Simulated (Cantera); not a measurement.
Charge: 1 mol Al(CH3)3, 25 mol N2O, 53 mol N2, held at 13.3 mbar.

Cantera equilibrium calculation (NASA polynomials, part measured and part estimated; ideal gas, pure solids and liquids). Candidate condensed phases: Al, AlN, Al2O3, C, C6H6, C7H8, C8H18, H2O; 148 gas species. The feed counts by its element totals alone. The numbers say what is thermodynamically allowed, not how fast it happens.

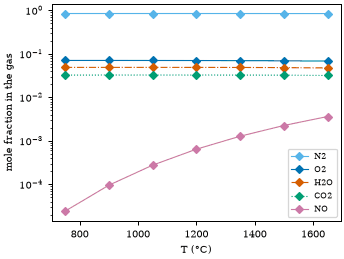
Figure: Equilibrium gas composition (values under 1e-9 drawn at 1e-9)

From 750 °C to 1650 °C the condensed part is Al2O3(s).
